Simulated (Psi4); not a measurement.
# [BH4]− (borohydride): levels of theory compared

We compute a comparison of 3 runs (HF/def2-SVP, M06-2X/6-31G**, QCISD(T)/6-311G*) of [BH4]− (borohydride). 

The results are computed with Psi4 1.11.

1 further run of the same task is left out (set aside as unsound or not needed).

## (1) Starting point

[BH4]−: 5 atoms, total charge -1, spin state singlet. SMILES: `[BH4-]`. Geometry: relaxed at GFN2-xTB.

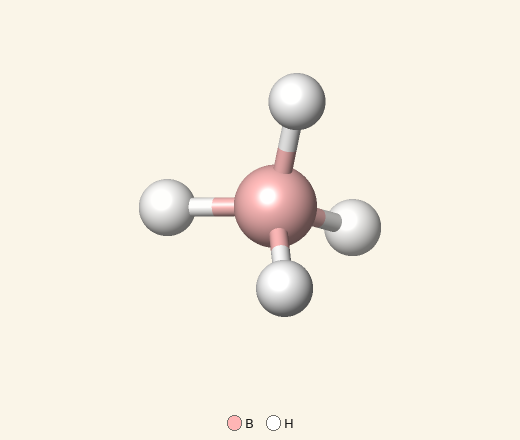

The structure, seen from a chosen angle (boron pink, hydrogen white).

## (2) Energy and forces at HF/def2-SVP (run 1)

Contents of bh4.json:

```json
{
 "schema_name": "qcschema_input",
 "schema_version": 1,
 "molecule": {
  "schema_name": "qcschema_molecule",
  "schema_version": 2,
  "symbols": ["B", "H", "H", "H", "H"],
  "geometry": [0.00018897, 0.00032125, -0.00020787, 1.29193016, 1.88407584, 0.41137448, 1.37258367, -1.86797538, -0.12674393, -1.13461046, 0.26399474, -2.00945917, -1.53009235, -0.28039756, 1.72503649],
  "molecular_charge": -1,
  "molecular_multiplicity": 1,
  "fix_symmetry": "c1"
 },
 "driver": "gradient",
 "model": {
  "method": "hf",
  "basis": "def2-SVP"
 },
 "keywords": {
  "puream": true,
  "e_convergence": 1e-09,
  "d_convergence": 1e-08,
  "scf_type": "pk"
 }
}
```

On the command line:

```sh
psi4 --qcschema bh4.json -n 1 --memory 1600MB
```

stdout:

```text
[...]
  Running in c1 symmetry.
[...]
  Nuclear repulsion =   10.195336367780206
[...]
  Multiplicity = 1
[...]
  Nalpha       = 5
  Nbeta        = 5
[...]
    Number of basis functions: 34
[...]
   @RHF iter   1:   -26.88228672396532   -5.92197e-01   8.60790e-03 DIIS/ADIIS
[...]
   @RHF iter   8:   -26.95382529185847   -1.43885e-12   2.68129e-09 DIIS
[...]
    Orbital Energies [Eh]
    ---------------------
    Doubly Occupied:
       1A     -7.287906     2A     -0.437553     3A     -0.181728
       4A     -0.181619     5A     -0.181438
[...]
  @RHF Final Energy:   -26.95382529185847
   => Energetics <=
    Nuclear Repulsion Energy =             10.1953363677802056
    One-Electron Energy =                 -57.7578353498555686
    Two-Electron Energy =                  20.6086736902168894
    Total Energy =                        -26.9538252918584718
[...]
 Multipole Moments:
 ------------------------------------------------------------------------------------
     Multipole            Electronic (a.u.)      Nuclear  (a.u.)        Total (a.u.)
 ------------------------------------------------------------------------------------
 L = 1.  Multiply by 2.5417464519 to convert [e a0] to [Debye]
 Dipole X            :          0.0014995           -0.0003751            0.0011245
 Dipole Y            :          0.0011984           -0.0006301            0.0005683
 Dipole Z            :         -0.0006386            0.0004126           -0.0002260
 Magnitude           :                                                    0.0012800
[...]
  -Total Gradient:
     Atom            X                  Y                   Z
    ------   -----------------  -----------------  -----------------
       1        0.000314751417     0.000155350306    -0.000059750024
       2       -0.005723926847    -0.008296624325    -0.001808976824
       3       -0.006001933238     0.008100432170     0.000560023021
       4        0.004898395359    -0.001120519678     0.008517079381
       5        0.006512713309     0.001161361526    -0.007208375554
[...]
```

The result, in JSON:

```text
{
 "driver": "gradient",
 "model": {
  "method": "hf",
  "basis": "def2-SVP"
 },
 "success": true,
 "return_result": [0.0003147514170019713, 0.00015535030635321467, -5.975002368455138e-05, -0.005723926846818869, -0.008296624324500596, -0.0018089768235385918, -0.006001933237981011, 0.008100432169709681, 0.0005600230209045834, 0.004898395359296051, -0.001120519678051414, 0.008517079380741227, 0.006512713308505724, 0.0011613615264858893, -0.0072083755544226635],
 "properties": {
  "calcinfo_nbasis": 34,
  "calcinfo_nmo": 34,
  "calcinfo_nalpha": 5,
  "calcinfo_nbeta": 5,
  "calcinfo_natom": 5,
  "nuclear_repulsion_energy": 10.195336367780206,
  "return_energy": -26.95382529185847,
  "return_gradient": [0.0003147514170019713, 0.00015535030635321467, -5.975002368455138e-05, -0.005723926846818869, -0.008296624324500596, -0.0018089768235385918, -0.006001933237981011, 0.008100432169709681, 0.0005600230209045834, 0.004898395359296051, -0.001120519678051414, 0.008517079380741227, 0.006512713308505724, 0.0011613615264858893, -0.0072083755544226635],
  "scf_one_electron_energy": -57.75783534985557,
  "scf_two_electron_energy": 20.60867369021689,
  "scf_dipole_moment": [0.0011244756426223024, 0.0005682743225292053, -0.00022601060795429673],
  "scf_total_energy": -26.95382529185847,
  "scf_total_gradient": [0.0003147514170019713, 0.00015535030635321467, -5.975002368455138e-05, -0.005723926846818869, -0.008296624324500596, -0.0018089768235385918, -0.006001933237981011, 0.008100432169709681, 0.0005600230209045834, 0.004898395359296051, -0.001120519678051414, 0.008517079380741227, 0.006512713308505724, 0.0011613615264858893, -0.0072083755544226635],
  "scf_iterations": 8
 }
}
```

Run time: 1.2 s. Hardware: 1 thread of INTEL XEON PLATINUM 8581C at 2.30GHz (Emerald Rapids), shared host; peak memory 0.2 GiB.

## (3) Energy and gradient at M06-2X/6-31G(d,p) (spherical functions) (run 2)

Contents of job.py:

```python
import psi4

psi4.set_memory(1600000000)
psi4.set_num_threads(1)
psi4.set_output_file('bh4.out', False)

m = psi4.geometry("""
-1 1
B      0.000100     0.000170    -0.000110
H      0.683660     0.997010     0.217690
H      0.726340    -0.988490    -0.067070
H     -0.600410     0.139700    -1.063360
H     -0.809690    -0.148380     0.912850
units angstrom
symmetry c1
no_reorient
no_com
""")

options = {'basis': '6-31G**', 'puream': True, 'e_convergence': 1e-09, 'd_convergence': 1e-08, 'scf_type': 'pk', 'dft_radial_points': 99, 'dft_spherical_points': 590}
psi4.set_options(options)

energy_value = psi4.gradient('m06-2x')
print('gradient / Eh bohr^-1')
print(energy_value.np.round(6))
```

On the command line:

```sh
python job.py
```

bh4.out:

```text
[...]
  Running in c1 symmetry.
[...]
  Nuclear repulsion =   10.195336356447260
[...]
  Multiplicity = 1
[...]
  Nalpha       = 5
  Nbeta        = 5
[...]
    Number of basis functions: 34
[...]
   @RKS iter   1:   -27.07432462692485   -4.26552e-01   1.27873e-02 ADIIS/DIIS
[...]
   @RKS iter   8:   -27.21451907565818   -2.62901e-13   1.91423e-09 DIIS
[...]
    Orbital Energies [Eh]
    ---------------------
    Doubly Occupied:
       1A     -6.699268     2A     -0.304465     3A     -0.088234
       4A     -0.088158     5A     -0.087998
[...]
  @RKS Final Energy:   -27.21451907565818
   => Energetics <=
    Nuclear Repulsion Energy =             10.1953363564472603
    One-Electron Energy =                 -58.0344396802119462
    Two-Electron Energy =                  23.4032499981554416
    DFT Exchange-Correlation Energy =      -2.7786657500489382
    Empirical Dispersion Energy =           0.0000000000000000
    VV10 Nonlocal Energy =                  0.0000000000000000
    Total Energy =                        -27.2145190756581847
[...]
 Multipole Moments:
 ------------------------------------------------------------------------------------
     Multipole            Electronic (a.u.)      Nuclear  (a.u.)        Total (a.u.)
 ------------------------------------------------------------------------------------
 L = 1.  Multiply by 2.5417464519 to convert [e a0] to [Debye]
 Dipole X            :          0.0000521            0.0007559            0.0008080
 Dipole Y            :         -0.0010535            0.0013039            0.0002504
 Dipole Z            :          0.0007799           -0.0008315           -0.0000515
 Magnitude           :                                                    0.0008475
[...]
  -Total Gradient:
     Atom            X                  Y                   Z
    ------   -----------------  -----------------  -----------------
       1        0.000309052529     0.000151574502    -0.000059752769
       2       -0.001556342077    -0.002222921990    -0.000483054872
       3       -0.001578247782     0.002083168773     0.000145571296
       4        0.001244609132    -0.000267764093     0.002052312735
       5        0.001584642024     0.000260517276    -0.001668877508
[...]
```

Standard output:

```text
gradient / Eh bohr^-1
[[ 3.090e-04  1.520e-04 -6.000e-05]
 [-1.556e-03 -2.223e-03 -4.830e-04]
 [-1.578e-03  2.083e-03  1.460e-04]
 [ 1.245e-03 -2.680e-04  2.052e-03]
 [ 1.585e-03  2.610e-04 -1.669e-03]]
```

Wall time 6 s (1 thread of INTEL XEON PLATINUM 8581C at 2.30GHz (Emerald Rapids), shared host); peak memory 0.92 GiB.

## (4) A single-point energy at QCISD(T)/6-311G(d) (density fitting) (run 3)

Contents of job.py:

```python
import psi4

psi4.set_memory('1600 MB')
psi4.set_num_threads(1)
psi4.core.set_output_file('bh4.out', False)

m = psi4.geometry("""
-1 1
B      0.000100     0.000170    -0.000110
H      0.683660     0.997010     0.217690
H      0.726340    -0.988490    -0.067070
H     -0.600410     0.139700    -1.063360
H     -0.809690    -0.148380     0.912850
units angstrom
""")

psi4.set_options({
    'freeze_core': True,
    'guess': 'gwh',
    'maxiter': 80,
})

e_tot = psi4.energy("qcisd(t)/6-311G*")
print(f'total energy {e_tot:.8f} hartree = {e_tot * 27.211386:.5f} eV')
```

On the command line:

```sh
python job.py
```

bh4.out:

```text
[...]
  Running in c1 symmetry.
[...]
  Nuclear repulsion =   10.195336356447260
[...]
  Multiplicity = 1
[...]
  Nalpha       = 5
  Nbeta        = 5
[...]
    Number of basis functions: 30
[...]
   @RHF iter   1:   -22.96615435426229   -2.29662e+01   1.00326e-01 ADIIS
[...]
   @RHF iter  10:   -26.97836154296227   -1.81188e-13   1.37576e-09 DIIS
[...]
    Orbital Energies [Eh]
    ---------------------
    Doubly Occupied:
       1A     -7.283716     2A     -0.449556     3A     -0.188779
       4A     -0.188666     5A     -0.188484
[...]
  @RHF Final Energy:   -26.97836154296227
   => Energetics <=
    Nuclear Repulsion Energy =             10.1953363564472603
    One-Electron Energy =                 -57.7489918409311471
    Two-Electron Energy =                  20.5752939415216112
    Total Energy =                        -26.9783615429622721
[...]
 Multipole Moments:
 ------------------------------------------------------------------------------------
     Multipole            Electronic (a.u.)      Nuclear  (a.u.)        Total (a.u.)
 ------------------------------------------------------------------------------------
 L = 1.  Multiply by 2.5417464519 to convert [e a0] to [Debye]
 Dipole X            :          0.0015430           -0.0003751            0.0011680
 Dipole Y            :          0.0012404           -0.0006301            0.0006103
 Dipole Z            :         -0.0006627            0.0004126           -0.0002501
 Magnitude           :                                                    0.0013413
[...]
      * MP2 total energy:                    -27.092580910835
[...]
      * MP3 total energy:                    -27.110979240816
[...]
      * QCISD total energy:                  -27.116865262378
[...]
```

On the terminal:

```text
total energy -27.11985400 hartree = -737.96882 eV
```

It took 1.6 s on 1 thread of INTEL XEON PLATINUM 8581C at 2.30GHz (Emerald Rapids), shared host; peak memory 0.19 GiB.

## (5) The series

```
run                                 level         integration grid      task  energy (Eh)  HOMO energy (eV)  LUMO energy (eV)  HOMO–LUMO gap (eV)  wall time
  1                           HF/def2-SVP                        –  gradient   -26.953825             -4.94             13.10               18.04      1.2 s
  2  M06-2X/6-31G** (spherical functions)  99 radial × 590 angular  gradient   -27.214519             -2.39             12.44               14.84        6 s
  3    QCISD(T)/6-311G* (density fitting)                        –    energy   -27.119854             -5.13             10.52               15.65      1.6 s
```

## (6) Outcome

| quantity | value |
| --- | --- |
| run 3: total energy | -27.11985 Eh |
| run 3: HOMO energy (Hartree–Fock orbitals) | -5.13 eV |
| run 3: LUMO energy (Hartree–Fock orbitals) | 10.52 eV |
| run 3: HOMO–LUMO gap (to an unbound level, set by the basis) | 15.65 eV |
| run 3: correlation energy (1 core orbital frozen) | -141.5 mEh |
| run 3: T1 diagnostic | 0.013 |

All runs together took 8.7 s, the longest 6 s.
